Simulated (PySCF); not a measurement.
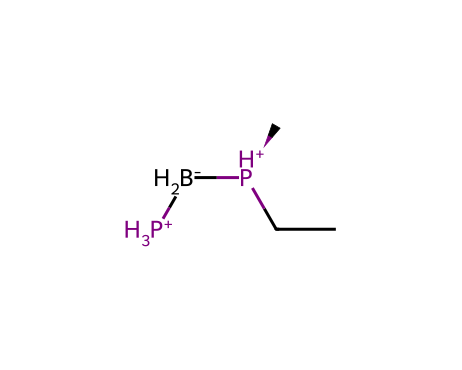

State: charge +1, singlet. The computed structure is the end point of a GFN2-xTB optimisation. No frequency run is at hand to confirm it as a minimum. Level of theory: CAM-B3LYP/def2-SVPD, gas phase (PySCF 2.14.0). Excitations: vertical, linear response.

Q: Give the mean static polarisability at this level.

A: 95.3 bohr³.

Q: What is the lowest vertical singlet excitation?

A: 8.09 eV.

Q: What is the HOMO–LUMO gap?

A: 11.27 eV.

Q: Give the HOMO energy (Kohn–Sham orbital) at this level.

A: −14.59 eV.

The geometry is semi-empirical. Around B, P such bond lengths and angles can be off by a tenth of an ångström or more and by several degrees, and values that hang on the shape move with them.
